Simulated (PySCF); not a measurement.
# C₅H₆BNS: what the fields show

```yaml
atoms:
  - { symbol: C, position_ang: [-1.7635, 0.9053, -0.2788] }
  - { symbol: C, position_ang: [-0.6384, -0.0888, -0.3148] }
  - { symbol: C, position_ang: [-0.8858, -1.4390, -0.5021] }
  - { symbol: N, position_ang: [0.1394, -2.2857, -0.5288] }
  - { symbol: B, position_ang: [1.3563, -1.8164, -0.3764] }
  - { symbol: C, position_ang: [1.8176, -0.4423, -0.1696] }
  - { symbol: S, position_ang: [3.4407, 0.2238, 0.0406] }
  - { symbol: C, position_ang: [0.6819, 0.3664, -0.1566] }
  - { symbol: H, position_ang: [-1.7554, 1.4605, 0.6582] }
  - { symbol: H, position_ang: [-1.6684, 1.6213, -1.0944] }
  - { symbol: H, position_ang: [-2.7203, 0.3996, -0.3734] }
  - { symbol: H, position_ang: [-1.8862, -1.8336, -0.6280] }
  - { symbol: H, position_ang: [3.0599, 1.4967, 0.1720] }
  - { symbol: H, position_ang: [0.8215, 1.4318, -0.0122] }
```

Geometry: GFN2-xTB.

Theory: PySCF, PBE0/pcSseg-1, SCF density, gas phase, non-relativistic.

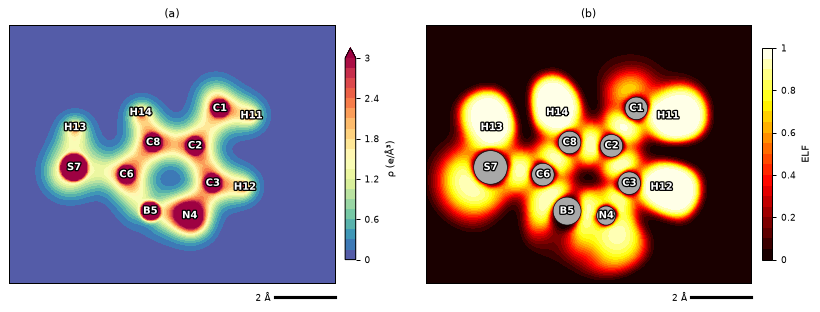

Figure 1. (a) electron density; (b) ELF on the plane of atoms C2, C3 and N4. Grey discs cover the atomic cores in the ELF map.

Q: Read the bonding off the picture.

A: The section cuts through C, N, B, S and H sites.
B–N (1.31 Å): the density is about 2.4 e/Å³ at the midpoint; the ELF peaks at about 0.90 between the atoms: a short, strongly polar bond.
C–N (1.33 Å): ρ is about 2.4 e/Å³ halfway; the ELF peaks at about 0.90 between the atoms; a covalent bond.
C–C (1.39 Å): ρ at the midpoint is about 2.1 e/Å³; the ELF peaks at about 0.95 between the atoms; a covalent bond.
C–B (1.46 Å): ρ is about 1.5 e/Å³ halfway; the ELF peaks at about 0.95 between the atoms: localised, covalent bonding.
C–S (1.77 Å): the density is about 1.3 e/Å³ at the midpoint; the ELF peaks at about 0.95 between the atoms (localised, covalent bonding).
The ELF also peaks beside N4 and S7, away from the bonds: lone-pair regions.

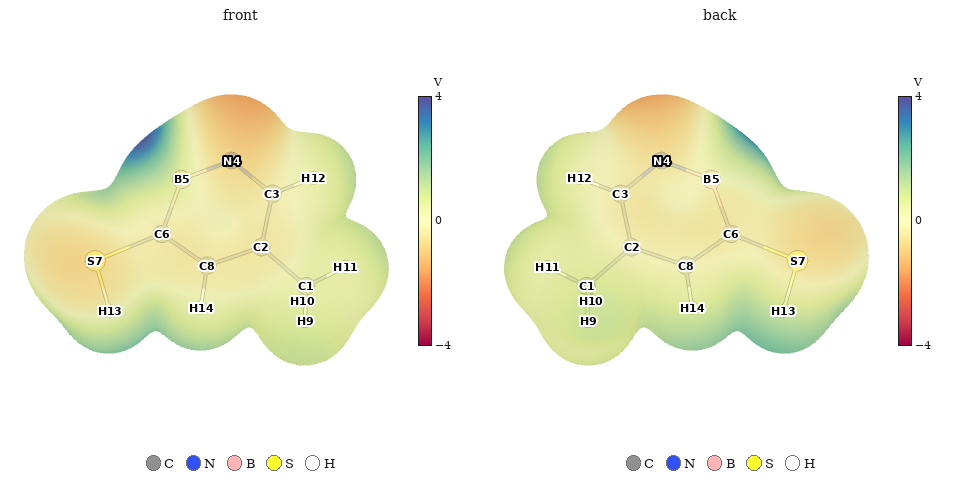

Figure 2. The molecular electrostatic potential painted on the density surface at 0.004 e/bohr³, seen from the front and from behind; the colour scale runs from red (negative) to blue (positive).

Q: Which sites attract a positive test charge, and which a negative one?

A: A positive charge is drawn to the negative regions and a negative charge to the positive ones. The most negative region (about −1.6 V) lies over N4, the most positive (about +3.4 V) over B5. N4 is the likeliest acceptor of a hydrogen bond.
